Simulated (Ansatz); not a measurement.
**CH₅Cl₃Si₂: ionisation energy by level of theory**

Aim: the vertical ionisation energy of CH₅Cl₃Si₂, as cation minus neutral at the neutral's geometry, on several levels, and how well −ε(HOMO) stands in for it.

Method: unrestricted cation, the program's frozen cores in correlated methods; program: Ansatz 0.2.0, Gaussian basis.

Levels to be run: UKS PBE-D4/def2-TZVPP; UKS r2SCAN-D4/def2-TZVPP; UKS PBE0-D4/def2-TZVPP; UKS B3LYP-D4/def2-TZVPP; UKS wB97X-V/def2-TZVPP; UKS wB97M-V/def2-TZVPP; UKS B2PLYP/def2-TZVPP; UHF-CCSD(T)/def2-TZVPP; UHF-MP2/def2-QZVPP; extrapolation to the limit; then −ε(HOMO) from the neutral's earlier runs with LDA (SPW92), PBE-D4, revPBE-D4, BLYP-D4, r2SCAN-D4, B97M-V, PBE0-D4, B3LYP-D4, r2SCANh-D4, r2SCAN0-D4, HSE06-D4, BHLYP-D4, CAM-B3LYP-D4, LC-ωPBE, ωB97X-V, ωB97M-V.

## 1. The relaxed structure

The geometry comes from an earlier relaxation with PBE0-D4 in a triple-zeta def2 set; it is a stationary point, not always the lowest conformer.

SMILES `Cl[SiH2]C[SiH](Cl)Cl`, 11 atoms, charge 0, spin multiplicity 1.

Atoms are counted from 1 here; the program's logs count them from 0.

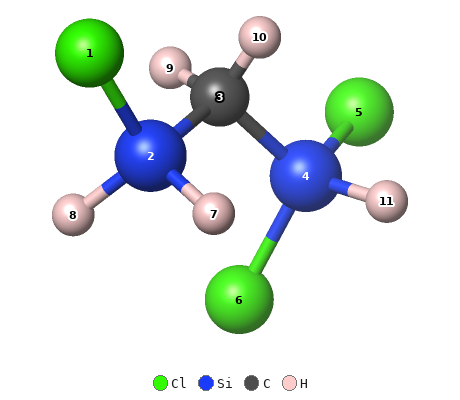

The geometry (chlorine green, silicon blue, carbon dark grey, hydrogen pink); atoms are numbered from 1 in the order of the file.

## 2. Cation, UKS PBE-D4/def2-TZVPP

The input, in.yaml:

```yaml
crystal:
  periodic: [false, false, false]
  atoms:
    - {symbol: Cl, position_ang: [-3.133509, -0.727083, -0.815529]}
    - {symbol: Si, position_ang: [-1.097290, -0.506623, -1.017846]}
    - {symbol: C, position_ang: [-0.418404, 0.341155, 0.501383]}
    - {symbol: Si, position_ang: [1.411922, 0.180647, 0.705569]}
    - {symbol: Cl, position_ang: [2.082753, 1.418164, 2.189057]}
    - {symbol: Cl, position_ang: [2.339439, 0.687114, -1.050319]}
    - {symbol: H, position_ang: [-0.515668, -1.861985, -1.166438]}
    - {symbol: H, position_ang: [-0.848773, 0.299704, -2.231901]}
    - {symbol: H, position_ang: [-0.689212, 1.401111, 0.470039]}
    - {symbol: H, position_ang: [-0.888950, -0.093595, 1.390642]}
    - {symbol: H, position_ang: [1.823193, -1.195508, 1.045844]}
basis:
  gaussian: {orbitals: def2-TZVPP}
total_charge: 1
magnetization: {spin_polarized: true, initial_magnetization: 1}
hamiltonian: {xc: pbe, dispersion: d4}
```

On the command line:

```console
$ ansatz run in.yaml --threads 2 --pin off --events-out ev --progress --plain --max-ram 32768MiB --backend cuda --devices 0, --max-vram 18GiB
```

Further steps of the session: Cation, UKS r2SCAN-D4/def2-TZVPP; Cation, UKS PBE0-D4/def2-TZVPP; Cation, UKS B3LYP-D4/def2-TZVPP; Cation, UKS wB97X-V/def2-TZVPP; Cation, UKS wB97M-V/def2-TZVPP; Cation, UKS B2PLYP (frozen core)/def2-TZVPP; Cation, UHF-CCSD(T)/def2-TZVPP; Cation, UHF-MP2/def2-QZVPP.

Before running them: what should the planned runs give, taken together? Wanted: ionisation energy, CCSD(T)/CBS; nearest functional by difference; nearest −ε(HOMO); −ε(HOMO) of PBE; T1 of the cation.

**Answer**, as computed:

```
                        quantity               value
  ionisation energy, CCSD(T)/CBS            11.16 eV
nearest functional by difference  ωB97X-V (-0.10 eV)
                nearest −ε(HOMO)  ωB97X-V (-0.01 eV)
                 −ε(HOMO) of PBE             7.47 eV
                T1 of the cation               0.035
```

In words: Energy differences with functionals land within 1.24 eV of the reference. −ε(HOMO) of PBE misses by 3.7 eV, since self-interaction lifts the level. Among orbital estimates ωB97X-V comes nearest. Hartree-Fock falls 0.44 eV short, as the neutral has more correlation energy than the cation. The cation's T1 (from the report) is 0.035, near the customary mark of 0.045 for open shells, so the coupled-cluster value is less safe.
